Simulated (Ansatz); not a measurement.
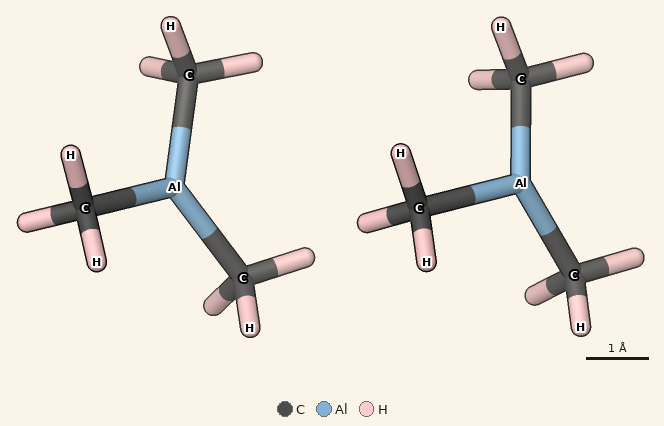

Two geometries of C$_{3}$H$_{9}$Al (coarse preliminary run), drawn at one scale. One is the start of a relaxation, the other its converged end. A stick model, seen from a free direction.

Method: Ansatz, RKS PBE-D4/def2-SVP. (force threshold 0.03 eV/Å; at most 200 steps)

Question: Which of the two is the end point?

Answer: The left one is the relaxed one. The start comes from a force field. The Al atom moves most after the best rigid fit: 0.35 Å. By element the largest moves are Al 0.35 Å, H 0.25 Å, C 0.08 Å. Near-neighbour distances that change, for instance: C–H 1.028 → 1.110 Å, C–H 1.167 → 1.110 Å, Al–C 1.928 → 1.974 Å, C–H 1.121 → 1.110 Å. Bond angles that change, for instance: C–Al–C 115.5° → 120.1°, C–Al–C 115.4° → 119.7°, H–C–H 109.3° → 106.1°. The energy falls by 49.4 kJ/mol in 4 geometry steps. The largest force component goes from 2.8 to 0.0067 eV/Å. The run took 4.8 s on 4 threads of Arm Neoverse V2, on a shared host.
